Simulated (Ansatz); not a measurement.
**TiH4O4 (SMILES O[Ti](O)(O)O): CAM-B3LYP/def2-SVP**

What is the energy change on altering one bond length of TiH4O4 at CAM-B3LYP/def2-SVP? 

The calculation is run with Ansatz 0.2.0.

1 further run of the same task is left out (set aside as unsound or not needed).

## 1. The molecule

TiH4O4: 9 atoms, total charge 0, spin state singlet. SMILES: `O[Ti](O)(O)O`. The shape is that of a PBE0-D4/def2-TZVP optimisation. This is one conformer, not always the lowest.

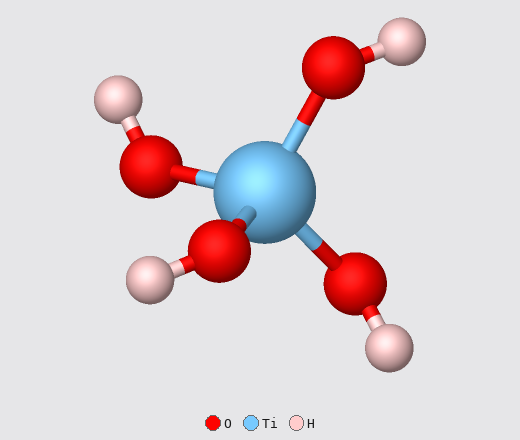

The structure, seen from a chosen angle (oxygen red, titanium blue, hydrogen pink).

## 2. The energy at CAM-B3LYP/def2-SVP

File molecule.yaml:

```yaml
crystal:
  periodic: [false, false, false]
  atoms:
    - symbol: O
      position_ang: [-0.125250, 1.268390, -1.272730]
    - symbol: Ti
      position_ang: [0.000070, 0.000090, -0.000050]
    - symbol: O
      position_ang: [1.651710, -0.715310, -0.066120]
    - symbol: O
      position_ang: [-1.235630, -1.279200, -0.283830]
    - symbol: O
      position_ang: [-0.290490, 0.726280, 1.622320]
    - symbol: H
      position_ang: [-0.813470, 1.413950, -1.922910]
    - symbol: H
      position_ang: [2.270980, -0.885970, 0.644480]
    - symbol: H
      position_ang: [-1.123140, -2.176250, -0.600550]
    - symbol: H
      position_ang: [-0.334770, 1.648010, 1.879390]
basis:
  gaussian:
    orbitals: def2-SVP
output: {orbitals: {seedname: orbitals}}
accuracy: high
hamiltonian:
  xc: {name: CAM-B3LYP}
```

Command:

```sh
$ ansatz run molecule.yaml --threads 1 --pin off --max-ram 3480MiB --events-out events.jsonl --progress --plain --runs-dir runs
```

What it wrote:

```text
Warning: RAYON_NUM_THREADS=1 ignored (pool sized by the plan → 1); use --threads N
Functional definition: CAM-B3LYP
  name "CAM-B3LYP"
  parameter alpha = 0.19
  parameter beta = 0.46
  parameter omega = 0.33/bohr
  parameter ac = 0.81
  exchange = (1 - alpha - beta)*b88_x + beta*b88_x_sr(omega) + alpha*exact_x + beta*exact_x_lr(omega)
  correlation = (1 - ac)*vwn5_c + ac*lyp_c
2461 factors; integrals over basis functions are off by at most 4.3e-9 eV
433 factors; integrals over basis functions are off by at most 2.2e-9 eV
mean field evaluation 1: about -31343.2743 eV, gradient 1.0e2 eV
mean field evaluation 2: about -31162.9418 eV, gradient 3.6e2 eV
mean field evaluation 4: about -31362.4692 eV, gradient 1.5e1 eV
mean field evaluation 8: about -31363.0624 eV, gradient 6.3e-1 eV
mean field evaluation 16: about -31363.0635 eV, gradient 1.4e-4 eV
mean field -31363.06349462 eV, -1152.5713247792 hartree, gradient 4.4e-8 eV, S^2 0.000000; 0 other end points of the search recorded, 0 dependent functions left out
reference -31363.06351955 eV, -1152.5713256954 hartree; 29, 29 occupied and 78, 78 virtual orbitals, 2461 factors
Total energy: -31363.06351955 eV, -1152.5713256954 hartree
```

Wall time 18 s (1 thread of Intel Xeon Platinum 8259CL at 2.50GHz (Skylake/Cascade Lake), shared host); peak memory 0.52 GiB.

## 3. The distorted shape, same level

File run.yaml:

```yaml
basis:
  gaussian:
    orbitals: def2-SVP
crystal:
  periodic: [false, false, false]
  atoms:
    - {symbol: O, position_ang: [-0.187912, 1.902563, -1.909093]}
    - {symbol: Ti, position_ang: [0.000070, 0.000090, -0.000050]}
    - {symbol: O, position_ang: [1.651710, -0.715310, -0.066120]}
    - {symbol: O, position_ang: [-1.235630, -1.279200, -0.283830]}
    - {symbol: O, position_ang: [-0.290490, 0.726280, 1.622320]}
    - {symbol: H, position_ang: [-0.876132, 2.048123, -2.559273]}
    - {symbol: H, position_ang: [2.270980, -0.885970, 0.644480]}
    - {symbol: H, position_ang: [-1.123140, -2.176250, -0.600550]}
    - {symbol: H, position_ang: [-0.334770, 1.648010, 1.879390]}
hamiltonian:
  xc: {name: CAM-B3LYP}
accuracy: high
output: {orbitals: {seedname: orbitals}}
```

Command:

```sh
$ ansatz run run.yaml --threads 1 --pin off --max-ram 3480MiB --events-out events.jsonl --progress --plain --runs-dir runs
```

What it wrote, cut to the lines that bear on the results:

```text
Warning: RAYON_NUM_THREADS=1 ignored (pool sized by the plan → 1); use --threads N
Functional definition: CAM-B3LYP
  name "CAM-B3LYP"
[...]
2422 factors; integrals over basis functions are off by at most 2.5e-8 eV
460 factors; integrals over basis functions are off by at most 2.2e-9 eV
[...]
mean field -31359.58159135 eV, -1152.4433671942 hartree, gradient 6.2e-8 eV, S^2 0.000000; 0 other end points of the search recorded, 0 dependent functions left out
reference -31359.58161744 eV, -1152.4433681532 hartree; 29, 29 occupied and 78, 78 virtual orbitals, 2422 factors
Total energy: -31359.58161744 eV, -1152.4433681532 hartree
```

Wall time 20 s (1 thread of Intel Xeon Platinum 8259CL at 2.50GHz (Skylake/Cascade Lake), shared host); peak memory 0.51 GiB.

## 4. Outcome

Level: CAM-B3LYP/def2-SVP.

```
                                                          quantity           value
                                         first shape: total energy  -1152.57133 Eh
                                          first shape: HOMO energy       -10.00 eV
                                          first shape: LUMO energy         0.31 eV
                                        first shape: HOMO–LUMO gap        10.32 eV
                                     distorted shape: total energy  -1152.44337 Eh
                                      distorted shape: HOMO energy        -7.12 eV
                                      distorted shape: LUMO energy        -1.50 eV
                                    distorted shape: HOMO–LUMO gap         5.62 eV
energy change with the O1–Ti2 bond stretched from 1.801 to 2.702 Å        3.482 eV
```

With the O1–Ti2 bond stretched from 1.801 to 2.702 Å the energy rises by 3.48 eV (336 kJ/mol). The first shape isn't relaxed at this level, so the change isn't measured from a minimum.
